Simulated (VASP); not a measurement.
Band structure of InP (zinc blende). Level of theory: PBE GGA with D3 dispersion (zero damping), VASP's PBE PAW potentials (set 64) (plane waves; VASP).

Unless said otherwise, spin-orbit coupling is left out, though it shifts the bands of the heavy elements here.

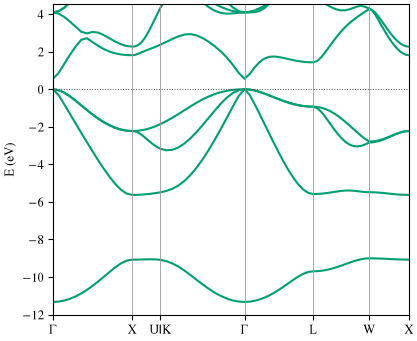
Figure: Bands along high-symmetry lines, zero at the valence-band maximum or, without a gap, the Fermi level

### Question
Read the plot: is there a gap, and where are the band edges?

### Answer
The gap is direct, 0.56 eV, from the valence maximum at Γ to the conduction minimum at Γ. (Edges off the drawn lines would not show.)

Measured: gap 1.47 eV (computed value off by -0.91 eV), as given by Wei Chen et al., Physical Review Materials (2018), doi:10.1103/physrevmaterials.2.073803 [zero-point renormalisation of 0.05 eV added back (the table's ZPR column)].

The compound is InP in the zinc blende structure. It was relaxed first.
